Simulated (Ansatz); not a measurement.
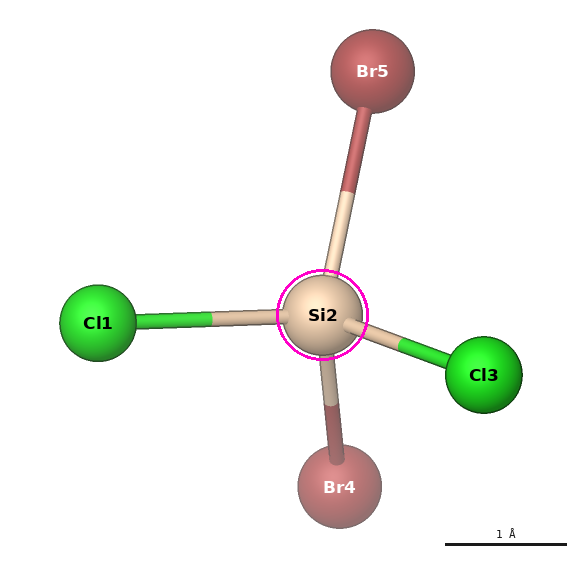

Orthographic view. Distant atoms are faded towards the background colour. The computed structure is the end point of a PBE0-D4/def2-TZVP optimisation.

### Name the neighbours of the circled atom.

The circled atom is Si2; it is bonded to Cl1, Cl3, Br4, Br5.

### Which atom is nearest the viewer?

Cl3, 1.5 Å in front of the mean position.

### Which atom is farthest from the viewer?

Br4, 1.6 Å behind the mean position.
